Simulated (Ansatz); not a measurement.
**GaCl+ (doublet): from Hartree-Fock to the top rungs, cc-pVDZ**

How much of the correlation energy of GaCl+ (doublet) does each wave-function method recover here?

The runs use Ansatz 0.2.0, Gaussian basis; cc-pVDZ, core rule «outside noble gas», up to 19 orbitals frozen.

To be run: UHF; CCSD(T) on ROHF; CCSD(T) on UHF; BCCD(T) on ROHF; CISD as a restricted active space (open shells left free, so some higher excitations enter); CCSDT(Q) on ROHF; CCSDT(Q) on UHF.

8 further runs of the same task are left out: 5 for a known fault of the program, 1 that didn't finish, 2 set aside as unsound or not needed. Runs told in other sessions of the task aren't counted.

## Step 1: The system

The geometry is a PBE0/def2-TZVP stationary point (not a proven minimum). No spin-orbit coupling is included. The filled d shell of Ga may be among the frozen orbitals whatever the setting's name suggests.

2 atoms, charge 1, spin multiplicity 2.

Atoms are counted from 1 here; the program's logs count them from 0.

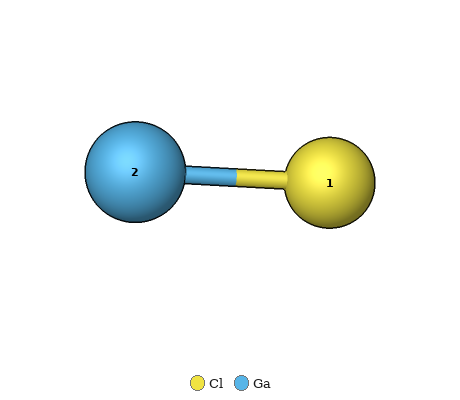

The geometry (chlorine yellow, gallium blue); atoms are numbered from 1 in the order of the file.

In the tables R marks a restricted open-shell determinant and U an unrestricted one; energies count from the table's Hartree-Fock row.

## Step 2: UHF

in.yaml reads:

```yaml
crystal:
  periodic: [false, false, false]
  atoms:
    - {symbol: Cl, position_ang: [0.000000, 0.000000, 0.000000]}
    - {symbol: Ga, position_ang: [0.000000, 0.000000, 2.088600]}
basis:
  gaussian: {orbitals: cc-pVDZ}
total_charge: 1
magnetization: {spin_polarized: true, initial_magnetization: 1}
hamiltonian: {xc: hf}
output: {orbitals: {seedname: orbitals}}
```

Started as:

```console
> ansatz run in.yaml --threads 1 --pin off --events-out ev --progress --plain --max-ram 2393MiB
```

Output:

```text
Functional definition: HF
  name "HF"
  cite "Fock, Z. Phys. 61, 126 (1930) doi:10.1007/BF01340294"
  parent pbe
  exchange = exact_x
  correlation = 0
521 factors; integrals over basis functions are off by at most 3.9e-4 eV
mean field evaluation 1: about -64826.8330 eV, gradient 2.1e1 eV
mean field evaluation 2: about -64826.8388 eV, gradient 2.1e1 eV
mean field evaluation 4: about -64830.2248 eV, gradient 1.8e0 eV
mean field evaluation 8: about -64830.2942 eV, gradient 7.1e-4 eV
mean field -64830.29422134 eV, -2382.4693690826 hartree, gradient 1.1e-5 eV, S^2 0.763775; 0 other end points of the search recorded, 0 dependent functions left out
reference -64830.29422134 eV, -2382.4693690826 hartree; 24, 23 occupied and 21, 22 virtual orbitals, 521 factors
Total energy: -64830.29422134 eV, -2382.4693690826 hartree
```

It took 0.66 s on 1 thread of Arm Neoverse V1, shared host.

From the report: ⟨S²⟩ of the determinant 0.764 (pure doublet: 0.75).

## Step 3: CCSD(T) on ROHF

in.yaml reads:

```yaml
crystal:
  periodic: [false, false, false]
  atoms:
    - {symbol: Cl, position_ang: [0.000000, 0.000000, 0.000000]}
    - {symbol: Ga, position_ang: [0.000000, 0.000000, 2.088600]}
basis:
  gaussian: {orbitals: cc-pVDZ}
total_charge: 1
magnetization: {spin_polarized: false, initial_magnetization: 1}
correlation: {method: ccsd_t, electrons: outside_noble_gas}
```

The command is unchanged.

Output, cut to the lines that bear on the results:

```text
Functional definition: HF
  name "HF"
  cite "Fock, Z. Phys. 61, 126 (1930) doi:10.1007/BF01340294"
  parent pbe
[...]
521 factors; integrals over basis functions are off by at most 3.9e-4 eV
[...]
mean field -64830.21696222 eV, -2382.4665298623 hartree, gradient 1.6e-6 eV, S^2 0.750000; 5 other end points of the search recorded, 0 dependent functions left out
[...]
determinant -64830.21696222 eV, -2382.4665298623 hartree, with singles and doubles -64835.01571413 eV, -2382.6428807422 hartree
determinant -64827.99674746 eV, -2382.3849384749 hartree, with singles and doubles -64832.83030544 eV, -2382.5625684543 hartree
19 core orbitals not correlated: weight in the atoms' cores, before any rotation towards them, 0.985 or more for the frozen orbitals, at most 0.014 for the correlated occupied ones
reference -64830.21696222 eV, -2382.4665298623 hartree; 5, 4 occupied and 21, 22 virtual orbitals, 521 factors
second order -4.32429150 eV of doubles, -0.02887996 eV of singles
cycle   1  -4.79954960 eV  change   -8.0e-4 eV  update   9.9e-4
[...]
cycle   7  -4.80015305 eV  change   -3.4e-7 eV  update   2.9e-6
perturbative correction -0.14207341 eV, -0.0052211016 hartree
Total energy: -64835.15918868 eV, -2382.6481533346 hartree
```

Run time: 2.6 s. Hardware: 1 thread of Arm Neoverse V1, shared host.

From the report: correlation -4.9422 eV; T1 0.029; largest double amplitude 0.05.

## Step 4: CCSD(T) on UHF

Edit in.yaml of step 3 so:

```diff
@@ -8,3 +8,3 @@
 total_charge: 1
-magnetization: {spin_polarized: false, initial_magnetization: 1}
+magnetization: {spin_polarized: true, initial_magnetization: 1}
 correlation: {method: ccsd_t, electrons: outside_noble_gas}
```

The command is unchanged.

Output, cut to the lines that bear on the results:

```text
Functional definition: HF
  name "HF"
  cite "Fock, Z. Phys. 61, 126 (1930) doi:10.1007/BF01340294"
  parent pbe
[...]
521 factors; integrals over basis functions are off by at most 3.9e-4 eV
[...]
mean field -64830.29422134 eV, -2382.4693690826 hartree, gradient 1.7e-6 eV, S^2 0.763775; 3 other end points of the search recorded, 0 dependent functions left out
determinant -64830.29422134 eV, -2382.4693690826 hartree, with singles and doubles -64835.02998267 eV, -2382.6434051014 hartree
determinant -64828.11199691 eV, -2382.3891738137 hartree, with singles and doubles -64832.83323515 eV, -2382.5626761189 hartree
19 core orbitals not correlated: weight in the atoms' cores, before any rotation towards them, 0.982 or more for the frozen orbitals, at most 0.016 for the correlated occupied ones
reference -64830.29422134 eV, -2382.4693690826 hartree; 5, 4 occupied and 21, 22 virtual orbitals, 521 factors
second order -4.28700922 eV of doubles, -0.00000000 eV of singles
cycle   1  -4.73623063 eV  change   -4.7e-4 eV  update   6.5e-4
[...]
cycle   7  -4.73655245 eV  change    1.3e-6 eV  update   1.9e-6
perturbative correction -0.13575075 eV, -0.0049887481 hartree
Total energy: -64835.16652454 eV, -2382.6484229225 hartree
```

Run time: 2.6 s. Hardware: 1 thread of Arm Neoverse V1, shared host.

From the report: ⟨S²⟩ of the determinant 0.764 (pure doublet: 0.75); correlation -4.8723 eV; T1 0.020; largest double amplitude 0.05.

## Step 5: BCCD(T) on ROHF

Edit in.yaml of step 4 so:

```diff
@@ -8,3 +8,3 @@
 total_charge: 1
-magnetization: {spin_polarized: true, initial_magnetization: 1}
-correlation: {method: ccsd_t, electrons: outside_noble_gas}
+magnetization: {spin_polarized: false, initial_magnetization: 1}
+correlation: {method: bccd_t, electrons: outside_noble_gas}
```

Same command.

Output, cut to the lines that bear on the results:

```text
Functional definition: HF
  name "HF"
  cite "Fock, Z. Phys. 61, 126 (1930) doi:10.1007/BF01340294"
  parent pbe
[...]
521 factors; integrals over basis functions are off by at most 3.9e-4 eV
[...]
mean field -64830.21696222 eV, -2382.4665298623 hartree, gradient 1.6e-6 eV, S^2 0.750000; 5 other end points of the search recorded, 0 dependent functions left out
[...]
determinant -64830.21696222 eV, -2382.4665298623 hartree, with singles and doubles -64835.01571413 eV, -2382.6428807422 hartree
determinant -64827.99674746 eV, -2382.3849384749 hartree, with singles and doubles -64832.83030544 eV, -2382.5625684543 hartree
19 core orbitals not correlated: weight in the atoms' cores, before any rotation towards them, 0.985 or more for the frozen orbitals, at most 0.014 for the correlated occupied ones
reference -64830.21696222 eV, -2382.4665298623 hartree; 5, 4 occupied and 21, 22 virtual orbitals, 521 factors
second order -4.32429150 eV of doubles, -0.02887996 eV of singles
cycle   1  -4.79282253 eV  change    5.9e-3 eV  update   1.3e-2
[...]
cycle   9  -4.79365977 eV  change   -1.6e-6 eV  update   5.2e-6
perturbative correction -0.14719719 eV, -0.0054093971 hartree
Total energy: -64835.15781918 eV, -2382.6481030066 hartree
```

It took 2.8 s on 1 thread of Arm Neoverse V1, shared host.

From the report: correlation -4.9409 eV; largest double amplitude 0.05.

## Step 6: CISD as a restricted active space (open shells left free, so some higher excitations enter)

Edit in.yaml of step 5 so:

```diff
@@ -9,2 +9,2 @@
 magnetization: {spin_polarized: false, initial_magnetization: 1}
-correlation: {method: bccd_t, electrons: outside_noble_gas}
+correlation: {active_space: {ras: {orbitals: [4, 1, 21], electrons: 9, max_holes: 2, max_particles: 2}, fixed_orbitals: true}}
```

The command is unchanged.

Output:

```text
Functional definition: HF
  name "HF"
  cite "Fock, Z. Phys. 61, 126 (1930) doi:10.1007/BF01340294"
  parent pbe
  exchange = exact_x
  correlation = 0
521 factors; integrals over basis functions are off by at most 3.9e-4 eV
mean field evaluation 1: about -64826.8120 eV, gradient 2.7e1 eV
mean field evaluation 2: about -64826.8178 eV, gradient 2.7e1 eV
mean field evaluation 4: about -64830.1135 eV, gradient 1.9e0 eV
mean field evaluation 8: about -64830.2169 eV, gradient 8.8e-2 eV
mean field evaluation 16: about -64827.9967 eV, gradient 5.3e-2 eV
mean field evaluation 32: about -64827.9967 eV, gradient 1.3e-3 eV
mean field -64830.21696222 eV, -2382.4665298623 hartree, gradient 1.6e-6 eV, S^2 0.750000; 5 other end points of the search recorded, 0 dependent functions left out
reference -64830.21696222 eV, -2382.4665298623 hartree; 24, 23 occupied and 21, 22 virtual orbitals, 521 factors
state -64834.74888601 eV, -2382.6330749895 hartree
Total energy: -64834.74888601 eV, -2382.6330749895 hartree
```

It took 1.8 s on 1 thread of Arm Neoverse V1, shared host.

From the report: 4,970 determinants.

## Step 7: CCSDT(Q) on ROHF

Edit in.yaml of step 6 so:

```diff
@@ -9,2 +9,2 @@
 magnetization: {spin_polarized: false, initial_magnetization: 1}
-correlation: {active_space: {ras: {orbitals: [4, 1, 21], electrons: 9, max_holes: 2, max_particles: 2}, fixed_orbitals: true}}
+correlation: {method: ccsdt_q, electrons: outside_noble_gas}
```

Same command.

Output, cut to the lines that bear on the results:

```text
Functional definition: HF
  name "HF"
  cite "Fock, Z. Phys. 61, 126 (1930) doi:10.1007/BF01340294"
  parent pbe
[...]
869 factors; integrals over basis functions are off by at most 2.1e-7 eV
[...]
mean field -64830.21707097 eV, -2382.4665338587 hartree, gradient 2.1e-6 eV, S^2 0.750000; 5 other end points of the search recorded, 0 dependent functions left out
[...]
determinant -64830.21707097 eV, -2382.4665338587 hartree, with singles and doubles -64835.01583167 eV, -2382.6428850617 hartree
determinant -64827.99684255 eV, -2382.3849419692 hartree, with singles and doubles -64832.83041288 eV, -2382.5625724025 hartree
19 core orbitals not correlated: weight in the atoms' cores, before any rotation towards them, 0.985 or more for the frozen orbitals, at most 0.014 for the correlated occupied ones
reference -64830.21707097 eV, -2382.4665338587 hartree; 5, 4 occupied and 21, 22 virtual orbitals, 869 factors
second order -4.32430148 eV of doubles, -0.02887986 eV of singles
cycle   1  -4.62791102 eV  change   -2.7e-1 eV  update   7.4e-2
[...]
cycle  16  -4.95944532 eV  change   -4.3e-7 eV  update   1.0e-6
perturbative correction -0.01117591 eV, -0.0004107070 hartree
Total energy: -64835.18769220 eV, -2382.6492008197 hartree
```

Wall time 9 s (1 thread of Arm Neoverse V1, shared host).

From the report: correlation -4.9706 eV; T1 0.031; largest double amplitude 0.05.

## Step 8: CCSDT(Q) on UHF

Edit in.yaml of step 7 so:

```diff
@@ -8,3 +8,3 @@
 total_charge: 1
-magnetization: {spin_polarized: false, initial_magnetization: 1}
+magnetization: {spin_polarized: true, initial_magnetization: 1}
 correlation: {method: ccsdt_q, electrons: outside_noble_gas}
```

Same command.

Output, cut to the lines that bear on the results:

```text
Functional definition: HF
  name "HF"
  cite "Fock, Z. Phys. 61, 126 (1930) doi:10.1007/BF01340294"
  parent pbe
[...]
869 factors; integrals over basis functions are off by at most 2.1e-7 eV
[...]
mean field -64830.29432990 eV, -2382.4693730719 hartree, gradient 1.7e-6 eV, S^2 0.763775; 3 other end points of the search recorded, 0 dependent functions left out
determinant -64830.29432990 eV, -2382.4693730719 hartree, with singles and doubles -64835.03010032 eV, -2382.6434094249 hartree
determinant -64828.11209223 eV, -2382.3891773168 hartree, with singles and doubles -64832.83334321 eV, -2382.5626800903 hartree
19 core orbitals not correlated: weight in the atoms' cores, before any rotation towards them, 0.982 or more for the frozen orbitals, at most 0.016 for the correlated occupied ones
reference -64830.29432990 eV, -2382.4693730719 hartree; 5, 4 occupied and 21, 22 virtual orbitals, 869 factors
second order -4.28701942 eV of doubles, -0.00000000 eV of singles
cycle   1  -4.57833494 eV  change   -2.9e-1 eV  update   7.0e-2
[...]
cycle  17  -4.89055585 eV  change   -4.2e-7 eV  update   3.3e-7
perturbative correction -0.01335911 eV, -0.0004909382 hartree
Total energy: -64835.19824485 eV, -2382.6495886226 hartree
```

It took 8.5 s on 1 thread of Arm Neoverse V1, shared host.

From the report: ⟨S²⟩ of the determinant 0.764 (pure doublet: 0.75); correlation -4.9039 eV; T1 0.022; largest double amplitude 0.05.

## Step 9: The ladder

The yardstick is UCCSDT(Q), where the cluster series has nearly closed. Rows without a time are mean-field rows or come out of runs for another level: lower rungs of the coupled-cluster runs, or the Hartree-Fock search.

| method | energy from the lowest ROHF (kcal/mol) | from UCCSDT(Q) (kcal/mol) | time |
| --- | --- | --- | --- |
| ROHF | 0.00 | +114.87 |  |
| UHF | -1.78 | +113.09 |  |
| RMP2 | -100.39 | +14.48 |  |
| UMP2 | -100.64 | +14.23 |  |
| RCCSD | -110.69 | +4.18 |  |
| UCCSD | -111.01 | +3.86 |  |
| RCCSD(T) | -113.97 | +0.90 | 2.6 s |
| UCCSD(T) | -114.14 | +0.73 | 2.6 s |
| BCCD(T) | -113.94 | +0.93 | 2.8 s |
| RCCSDT | -114.37 | +0.50 |  |
| UCCSDT | -114.56 | +0.31 |  |
| RCCSDT(Q) | -114.63 | +0.24 | 9 s |
| UCCSDT(Q) | -114.87 | 0 | 8.5 s |

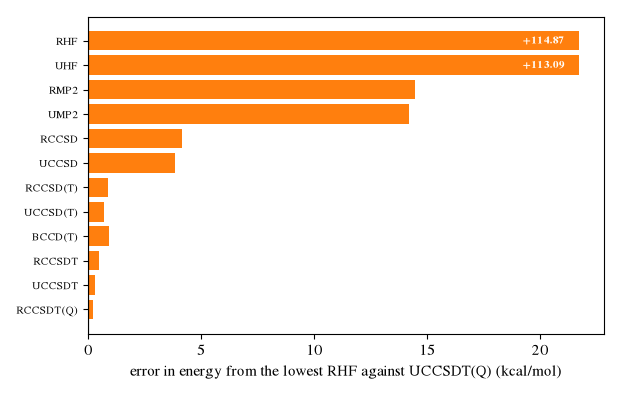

How far each level lands from UCCSDT(Q). Bars with a number in them are cut short.

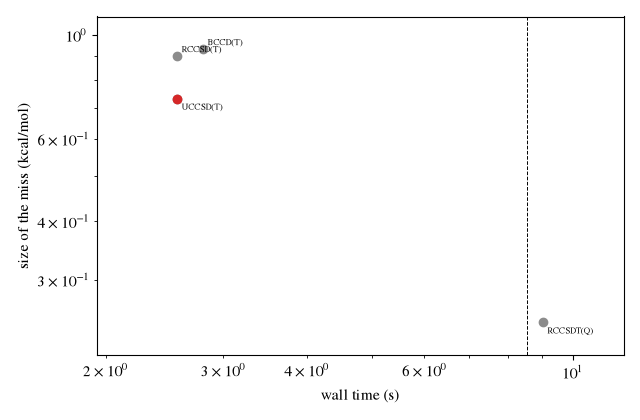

Miss against cost. Red marks the levels that no quicker level drawn beats (of those quicker than the yardstick), and the dashed line is the time of UCCSDT(Q). Times are from a shared host.

Not comparable, so not listed: CISD as a restricted active space (open shells left free, so some higher excitations enter) (they don't share determinant, frozen orbitals or solution with the rows shown, or repeat one).

## Step 10: Results

| quantity | value |
| --- | --- |
| UCCSDT(Q) from the ROHF energy | -4.9813 eV |
| RMP2 from UCCSDT(Q) | +14.48 kcal/mol |
| UMP2 from UCCSDT(Q) | +14.23 kcal/mol |
| RCCSD from UCCSDT(Q) | +4.18 kcal/mol |
| RCCSD(T) from UCCSDT(Q) | +0.90 kcal/mol |
| UCCSD(T) from UCCSDT(Q) | +0.73 kcal/mol |
| RCCSDT(Q) from UCCSDT(Q) | +0.24 kcal/mol |
| levels within 1 kcal/mol (43 meV) | RCCSD(T), UCCSD(T), BCCD(T), RCCSDT, UCCSDT, RCCSDT(Q) |
| T1 diagnostic | 0.029 |

In words: RCCSD(T) misses by +0.90 kcal/mol, 0.8 % of the correlation energy. These misses are within one basis, not against nature; the frozen cores of restricted and unrestricted runs differ, which can shift their rows.

For cost: UCCSD(T) gets within 0.73 kcal/mol in 2.6 s, where UCCSDT(Q) took 8.5 s.
